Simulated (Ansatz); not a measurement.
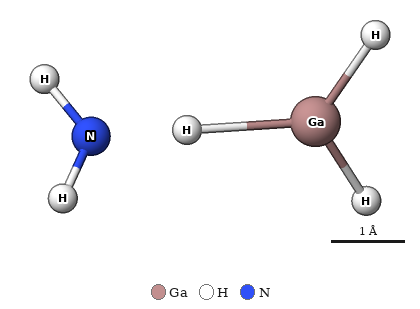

*The input geometry (ball-and-stick view, seen at a tilt). Sticks mark near contacts.*

Bond lengths as drawn: Ga–H 1.57 to 1.82 Å and H–N 1.06 Å.

**Run report: GaNH₅, geometry relaxation**

GaNH₅, multiplicity 2, computed with UKS PBE0/def2-SVP (Ansatz 0.2.0).

The input holds or restrains some coordinates. Forces given for the steps count only the free coordinates. It belongs to a series of runs on one base structure; here: pulled along the bonds that form and break, towards end A.

The program's output:
```
The last accepted step is kept in [file] (removed where the run ends without a failure and the disk answers)
Engine: ansatz 0.2.0, aarch64-unknown-linux-gnu
Functional definition: PBE0
  parameter a = 0.25
  parameter kappa = 0.804
  parameter beta = 0.06672455060314922
  exchange = (1 - a)*pbe_x(kappa = kappa, mu = beta*pi^2/3) + a*exact_x
  correlation = pbe_c(beta = beta)
780 factors; integrals over basis functions are off by at most 4.0e-4 eV
mean field evaluation 1: about -53923.3519 eV, gradient 3.7e1 eV
mean field evaluation 2: about -53865.7608 eV, gradient 8.4e1 eV
mean field evaluation 4: about -53928.9794 eV, gradient 5.3e0 eV
mean field evaluation 8: about -53929.1227 eV, gradient 4.9e-1 eV
mean field evaluation 16: about -53929.1256 eV, gradient 2.0e-4 eV
mean field -53929.12558892 eV, -1981.8588109184 hartree, gradient 2.0e-5 eV, S^2 0.755660; 1 other end points of the search recorded, 0 dependent functions left out
the calculation of the forces begins
reference -53929.12562003 eV, -1981.8588120617 hartree; 22, 21 occupied and 49, 50 virtual orbitals, 780 factors
relax step   1: F+E_penalty+E_count = -53929.12558892 eV  Δ(F+E_penalty+E_count) = +0.000e0 eV  max|allowed force component| = 3.677e0 eV/Å  E_restraint = 13.08750000 eV  max|allowed force component, restraints' pulls added| = 3.082e1 eV/Å  Δτ_max = 0.0000 Å  (47 SCF iters, accepted)
  distance H 1 - N 4 = 1.3600 Å
  distance Ga 0 - H 1 = 1.8200 Å
these checks for a lower state are left out or cut short: starts, cluster_reference, orbital_swaps, neighbouring_geometries, increment
780 factors; integrals over basis functions are off by at most 5.8e-4 eV
mean field evaluation 32: about -53928.5062 eV, gradient 5.7e-5 eV
mean field -53928.58135499 eV, -1981.8388106906 hartree, gradient 4.9e-7 eV, S^2 0.753932; 1 other end points of the search recorded, 0 dependent functions left out
[... from here on the field's lines of each further geometry are left out, up to the last ...]
WARN: the results are in doubt because the forces break the atoms' symmetry
relax step   2: F+E_penalty+E_count = -53928.58135499 eV  Δ(F+E_penalty+E_count) = +5.442e-1 eV  max|allowed force component| = 1.638e0 eV/Å  E_restraint = 4.93636526 eV  max|allowed force component, restraints' pulls added| = 1.895e1 eV/Å  Δτ_max = 0.1948 Å  (149 SCF iters, accepted)
relax step   3: F+E_penalty+E_count = -53928.58692405 eV  Δ(F+E_penalty+E_count) = -5.569e-3 eV  max|allowed force component| = 2.296e0 eV/Å  E_restraint = 2.36621314 eV  max|allowed force component, restraints' pulls added| = 1.101e1 eV/Å  Δτ_max = 0.0974 Å  (60 SCF iters, accepted)
relax step   4: F+E_penalty+E_count = -53928.59846145 eV  Δ(F+E_penalty+E_count) = -1.154e-2 eV  max|allowed force component| = 3.169e0 eV/Å  E_restraint = 0.24921723 eV  max|allowed force component, restraints' pulls added| = 2.285e0 eV/Å  Δτ_max = 0.1452 Å  (40 SCF iters, accepted)
relax step   5: F+E_penalty+E_count = -53928.86017358 eV  Δ(F+E_penalty+E_count) = -2.617e-1 eV  max|allowed force component| = 2.549e0 eV/Å  E_restraint = 0.06703775 eV  max|allowed force component, restraints' pulls added| = 1.483e0 eV/Å  Δτ_max = 0.2000 Å  (43 SCF iters, accepted)
relax step   6: F+E_penalty+E_count = -53929.16558872 eV  Δ(F+E_penalty+E_count) = -3.054e-1 eV  max|allowed force component| = 1.828e0 eV/Å  E_restraint = 0.02185776 eV  max|allowed force component, restraints' pulls added| = 1.828e0 eV/Å  Δτ_max = 0.1952 Å  (40 SCF iters, accepted)
relax step   7: F+E_penalty+E_count = -53929.53100643 eV  Δ(F+E_penalty+E_count) = -3.654e-1 eV  max|allowed force component| = 1.500e0 eV/Å  E_restraint = 0.00103260 eV  max|allowed force component, restraints' pulls added| = 1.500e0 eV/Å  Δτ_max = 0.2000 Å  (37 SCF iters, accepted)
relax step   8: F+E_penalty+E_count = -53929.59133216 eV  Δ(F+E_penalty+E_count) = -6.033e-2 eV  max|allowed force component| = 8.113e-1 eV/Å  E_restraint = 0.00062396 eV  max|allowed force component, restraints' pulls added| = 8.113e-1 eV/Å  Δτ_max = 0.2000 Å  (33 SCF iters, accepted)
relax step   9: F+E_penalty+E_count = -53929.58413403 eV  Δ(F+E_penalty+E_count) = +7.198e-3 eV  max|allowed force component| = 9.321e-1 eV/Å  E_restraint = 0.00195000 eV  max|allowed force component, restraints' pulls added| = 9.321e-1 eV/Å  Δτ_max = 0.1705 Å  (32 SCF iters, rejected (line search))
relax step  10: F+E_penalty+E_count = -53929.61082626 eV  Δ(F+E_penalty+E_count) = -1.949e-2 eV  max|allowed force component| = 2.932e-1 eV/Å  E_restraint = 0.00026639 eV  max|allowed force component, restraints' pulls added| = 2.932e-1 eV/Å  Δτ_max = 0.0853 Å  (33 SCF iters, accepted)
relax step  11: F+E_penalty+E_count = -53929.61938990 eV  Δ(F+E_penalty+E_count) = -8.564e-3 eV  max|allowed force component| = 6.337e-2 eV/Å  E_restraint = 0.00011561 eV  max|allowed force component, restraints' pulls added| = 4.919e-2 eV/Å  Δτ_max = 0.1000 Å  (31 SCF iters, accepted)
relax step  12: F+E_penalty+E_count = -53929.61732491 eV  Δ(F+E_penalty+E_count) = +2.065e-3 eV  max|allowed force component| = 4.804e-1 eV/Å  E_restraint = 0.00021863 eV  max|allowed force component, restraints' pulls added| = 4.804e-1 eV/Å  Δτ_max = 0.1463 Å  (32 SCF iters, rejected (line search))
the calculation of the forces begins
reference -53929.62112805 eV, -1981.8770216456 hartree; 22, 21 occupied and 49, 50 virtual orbitals, 780 factors
relax step  13: F+E_penalty+E_count = -53929.62109848 eV  Δ(F+E_penalty+E_count) = -1.709e-3 eV  max|allowed force component| = 1.428e-1 eV/Å  E_restraint = 0.00009982 eV  max|allowed force component, restraints' pulls added| = 1.428e-1 eV/Å  Δτ_max = 0.0707 Å  (32 SCF iters, accepted)
  distance H 1 - N 4 = 2.2611 Å
  distance Ga 0 - H 1 = 1.5723 Å
780 factors; integrals over basis functions are off by at most 7.7e-4 eV
mean field evaluation 160: about -53929.6211 eV, gradient 1.3e-3 eV
```

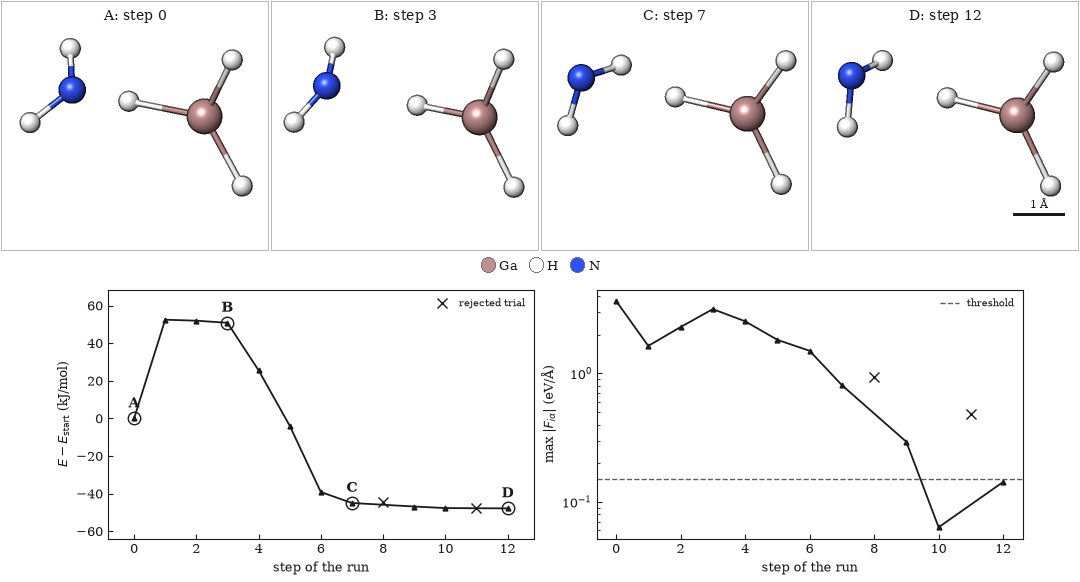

*Frames of the restrained relaxation (ball-and-stick view, seen at a tilt) above the curves, on which the letters mark them (the first geometry is step 0 here and step 1 in the log).*

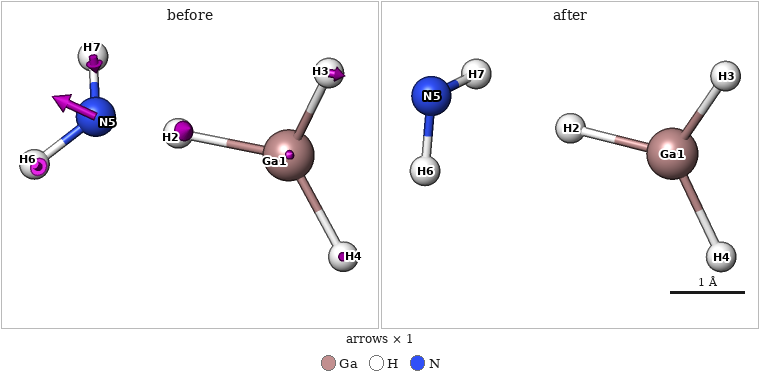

*Before (left) and after (right) the restrained relaxation, at one scale (ball-and-stick view, seen at a tilt). The pink arrows give the displacements, at true length.*

Over 12 geometry steps the energy falls by 47.8 kJ/mol. The largest force component goes from 3.7 to 0.14 eV/Å. The line search rejected the trial steps at points 8, 11 (counted from 0) and went back. The largest move after the best rigid fit is that of N5, 0.67 Å. Largest moves by element: N 0.67 Å, H 0.44 Å, Ga 0.10 Å. Among the contacts that change: Ga1–H2 1.820 → 1.572 Å, N5–H6 1.060 → 1.038 Å. Among the angles that change: H6–N5–H7 120.0° → 101.4°. (Atoms are counted from 1 in the order of the input.)

```
mean field -53929.62109848 eV, -1981.8770205591 hartree, gradient 9.7e-6 eV, S^2 0.753473; 1 other end points of the search recorded, 0 dependent functions left out
the calculation of the forces begins
reference -53929.62112805 eV, -1981.8770216456 hartree; 22, 21 occupied and 49, 50 virtual orbitals, 780 factors
Total energy: -53929.62112805 eV, -1981.8770216456 hartree
Atom 0 at     0.038138    -0.009291    -0.081748 Å, force    -0.004420     0.002646    -0.057462 eV/Å
Atom 1 at     0.204627    -0.185636     1.471783 Å, force     0.005735     0.005698     0.027753 eV/Å
Atom 2 at     1.306683     0.085374    -1.002901 Å, force    -0.000182    -0.002610    -0.003329 eV/Å
Atom 3 at    -1.400003     0.080237    -0.711784 Å, force    -0.002365    -0.001003    -0.002124 eV/Å
Atom 4 at     0.303652    -0.248809     3.729801 Å, force    -0.129390     0.057295     0.030189 eV/Å
Atom 5 at    -0.700977    -0.507873     3.736464 Å, force     0.142757     0.055180    -0.004178 eV/Å
Atom 6 at     0.247880     0.785999     3.708384 Å, force    -0.012134    -0.117206     0.009151 eV/Å
Dipole moment:    -0.297210     0.219337    -0.020414 e Å
```

Trajectory as extended XYZ (Å, eV, eV/Å), 13 frames, from step=1 to step=13:
```
7
Properties=species:S:1:pos:R:3:forces:R:3 step=1 energy=-53929.12559
Ga    0.0000    0.0000    0.0000    0.0000   0.0000  -0.2316
H     0.0000    0.0000    1.8200    0.0000   0.0000   3.6767
H     1.3596    0.0000   -0.7850    0.2118   0.0100  -0.0246
H    -1.3596    0.0000   -0.7850   -0.2118  -0.0100  -0.0246
N     0.0000    0.0000    3.1800    0.0000   0.0000  -1.1233
H    -0.4960   -0.7725    3.7100    0.9128   1.4489  -1.1363
H     0.4960    0.7725    3.7100   -0.9128  -1.4489  -1.1363
7
Properties=species:S:1:pos:R:3:forces:R:3 step=2 energy=-53928.58136
Ga    0.0000    0.0000    0.0045   -0.1699   0.1141   0.0084
H     0.0000    0.0000    1.6252   -0.1123   0.1127  -0.2839
H     1.3630    0.0002   -0.7845    0.0570  -0.0195  -0.1494
H    -1.3630   -0.0002   -0.7845   -0.0425  -0.0265  -0.2334
N     0.0000    0.0000    3.3138    1.6378  -1.0645  -1.1693
H    -0.4969   -0.7733    3.7378   -0.5548   0.6540   0.9167
H     0.4969    0.7733    3.7378   -0.8152   0.2298   0.9109
7
Properties=species:S:1:pos:R:3:forces:R:3 step=3 energy=-53928.58692
Ga   -0.0015    0.0012   -0.0137   -0.0464   0.0418  -0.4908
H    -0.0011    0.0011    1.5278   -0.0450   0.0536   0.0154
H     1.3643    0.0001   -0.7867    0.0754  -0.0062  -0.2694
H    -1.3645   -0.0005   -0.7877   -0.0961  -0.0115  -0.3232
N     0.0168   -0.0109    3.3915    0.9779  -0.6322  -2.2961
H    -0.5065   -0.7726    3.7595   -0.6389  -0.0359   1.6846
H     0.4924    0.7817    3.7594   -0.2270   0.5904   1.6796
7
Properties=species:S:1:pos:R:3:forces:R:3 step=4 energy=-53928.59846
Ga    0.0007   -0.0015   -0.1231   -0.0474   0.0387  -0.3787
H    -0.0120    0.0090    1.3832   -0.0034   0.0245   0.8053
H     1.3803    0.0000   -0.8241    0.2549  -0.0120  -0.4671
H    -1.3791   -0.0007   -0.8252   -0.2514  -0.0166  -0.5111
N     0.0360   -0.0234    3.5303    0.9120  -0.5835  -3.1687
H    -0.5144   -0.7717    3.8546   -0.8734  -0.4053   1.8629
H     0.4885    0.7882    3.8543    0.0087   0.9543   1.8573
7
Properties=species:S:1:pos:R:3:forces:R:3 step=5 energy=-53928.86017
Ga    0.0116    0.0082   -0.1467    0.0487  -0.1396  -0.1148
H     0.0822   -0.1673    1.3874   -0.0450   0.0324   0.2336
H     1.3612    0.0714   -0.9386    0.0508   0.0711  -0.2457
H    -1.3773    0.0479   -0.8642   -0.0967   0.0653  -0.2235
N     0.0486   -0.0623    3.5824    1.1989  -1.4679  -2.5495
H    -0.5762   -0.7156    4.0115   -0.6537   0.5801   1.4170
H     0.4499    0.8177    3.8182   -0.5031   0.8586   1.4830
7
Properties=species:S:1:pos:R:3:forces:R:3 step=6 energy=-53929.16559
Ga    0.0201    0.0140   -0.1644    0.2443  -0.3680   0.1722
H     0.1742   -0.3394    1.3935   -0.1455   0.2223  -0.4336
H     1.3410    0.1401   -1.0418   -0.1826   0.0872   0.0749
H    -1.3791    0.0975   -0.8925    0.0470   0.0855   0.0728
N     0.1289   -0.1356    3.6593    0.7952  -1.2925  -0.5759
H    -0.6674   -0.6433    4.1263    0.5547   1.8276  -0.0349
H     0.3822    0.8667    3.7697   -1.3131  -0.5621   0.7246
7
Properties=species:S:1:pos:R:3:forces:R:3 step=7 energy=-53929.53101
Ga    0.0602   -0.0252   -0.1120   -0.0510   0.0405  -0.2226
H     0.2426   -0.3338    1.4176   -0.0270   0.0080  -0.0043
H     1.3012    0.1417   -1.0701    0.0062  -0.0197   0.0715
H    -1.3695    0.1472   -0.7650    0.0442  -0.0236   0.1016
N     0.2461   -0.2303    3.6834   -0.4964   0.7614   0.3140
H    -0.7036   -0.5408    4.0449    0.8863   0.7334  -0.4334
H     0.2231    0.8413    3.6512   -0.3624  -1.5001   0.1732
7
Properties=species:S:1:pos:R:3:forces:R:3 step=8 energy=-53929.59133
Ga    0.0602    0.0071   -0.0775   -0.0283  -0.0735  -0.1017
H     0.2562   -0.2648    1.4588   -0.0236   0.0113  -0.0169
H     1.3099    0.1393   -1.0202    0.0107   0.0207   0.0027
H    -1.3851    0.1199   -0.6934    0.0205   0.0190   0.0347
N     0.2702   -0.2698    3.7248   -0.2905   0.7168  -0.0482
H    -0.7170   -0.4846    3.9848    0.3074   0.1171  -0.1520
H     0.2055    0.7530    3.4726    0.0038  -0.8113   0.2814
7
Properties=species:S:1:pos:R:3:forces:R:3 step=9 energy=-53929.58413 accepted=F
Ga    0.0502   -0.0680   -0.1014   -0.0161   0.4200   0.1603
H     0.2150   -0.2113    1.4648    0.0179  -0.1379  -0.0949
H     1.3189    0.1420   -1.0062   -0.0388  -0.1476  -0.0278
H    -1.4026    0.1050   -0.6820    0.0255  -0.1389  -0.0732
N     0.2950   -0.2681    3.7239   -0.5341   0.8872   0.0054
H    -0.7247   -0.4863    3.8166    0.4561   0.0493  -0.0655
H     0.2481    0.7866    3.6343    0.0894  -0.9321   0.0956
7
Properties=species:S:1:pos:R:3:forces:R:3 step=10 energy=-53929.61083
Ga    0.0520   -0.0029   -0.0779   -0.0125  -0.0206  -0.0782
H     0.2313   -0.2452    1.4655   -0.0085  -0.0013   0.0030
H     1.3109    0.1276   -1.0090    0.0020   0.0027   0.0057
H    -1.3893    0.1085   -0.6994    0.0037   0.0046   0.0128
N     0.2836   -0.2584    3.7282   -0.1276   0.2568   0.0201
H    -0.7127   -0.4937    3.9002    0.1418   0.0510  -0.0693
H     0.2242    0.7641    3.5424    0.0011  -0.2932   0.1059
7
Properties=species:S:1:pos:R:3:forces:R:3 step=11 energy=-53929.61939
Ga    0.0430   -0.0083   -0.0798   -0.0073   0.0020  -0.0634
H     0.2109   -0.2125    1.4702    0.0023  -0.0007   0.0242
H     1.3095    0.1037   -1.0022    0.0009  -0.0034   0.0000
H    -1.3954    0.0932   -0.7076   -0.0030  -0.0011   0.0000
N     0.2968   -0.2506    3.7297   -0.0375   0.0360   0.0338
H    -0.7043   -0.5041    3.8010    0.0460   0.0163  -0.0228
H     0.2394    0.7786    3.6386   -0.0014  -0.0492   0.0281
7
Properties=species:S:1:pos:R:3:forces:R:3 step=12 energy=-53929.61732 accepted=F
Ga    0.0316   -0.0118   -0.0764    0.0059   0.0078  -0.0392
H     0.1933   -0.1671    1.4810    0.0112   0.0102   0.0043
H     1.3042    0.0721   -0.9927   -0.0021  -0.0044  -0.0041
H    -1.4049    0.0703   -0.7099   -0.0061  -0.0031  -0.0051
N     0.3135   -0.2438    3.7382   -0.4354  -0.1062  -0.0172
H    -0.6951   -0.5100    3.6552    0.4804   0.1848   0.0664
H     0.2574    0.7903    3.7546   -0.0539  -0.0890  -0.0052
7
Properties=species:S:1:pos:R:3:forces:R:3 step=13 energy=-53929.62110
Ga    0.0381   -0.0093   -0.0817   -0.0044   0.0026  -0.0575
H     0.2046   -0.1856    1.4718    0.0057   0.0057   0.0278
H     1.3067    0.0854   -1.0029   -0.0002  -0.0026  -0.0033
H    -1.4000    0.0802   -0.7118   -0.0024  -0.0010  -0.0021
N     0.3037   -0.2488    3.7298   -0.1294   0.0573   0.0302
H    -0.7010   -0.5079    3.7365    0.1428   0.0552  -0.0042
H     0.2479    0.7860    3.7084   -0.0121  -0.1172   0.0092
```

The run was set up as follows.

Input:
```yaml
crystal:
  periodic: [false, false, false]
  atoms:
    - { symbol: Ga, position_ang: [0.0, 0.0, 0.0] }
    - { symbol: H, position_ang: [0.0, 0.0, 1.82] }
    - { symbol: H, position_ang: [1.3596, 0.0, -0.785] }
    - { symbol: H, position_ang: [-1.3596, 0.0, -0.785] }
    - { symbol: "N", position_ang: [0.0, 0.0, 3.18] }
    - { symbol: H, position_ang: [-0.496, -0.7725, 3.71] }
    - { symbol: H, position_ang: [0.496, 0.7725, 3.71] }
magnetization:
  spin_polarized: true
  initial_magnetization: 1
basis:
  gaussian: { orbitals: def2-SVP }
hamiltonian:
  xc: pbe0
relax:
  f_tol: 0.15
  max_steps: 25
  restrain:
    - { distance: [1, 4], at: 2.26, k: 30.0 }
    - { distance: [0, 1], at: 1.57, k: 30.0 }
```

Run as:
```bash
ansatz run input.yaml --threads 2 --pin off --max-ram 3072MiB --backend cpu --events-out ev --progress --plain --runs-dir out
```

Summary:

| quantity | value |
| --- | --- |
| outcome | converged under the restraints of the input |
| total energy | −53929.6211 eV |
| mean-field energy | −53929.6211 eV |
| ⟨S²⟩ | 0.753 |
| largest force (length of the vector) at the end, held atoms and coordinates included | 0.153 eV/Å |
| hardware | 2 threads of Arm Neoverse V2, 24 GiB of memory available, shared host |
| wall time | 25 s (CPU time 48 s) |
| peak memory | 0.17 GiB |
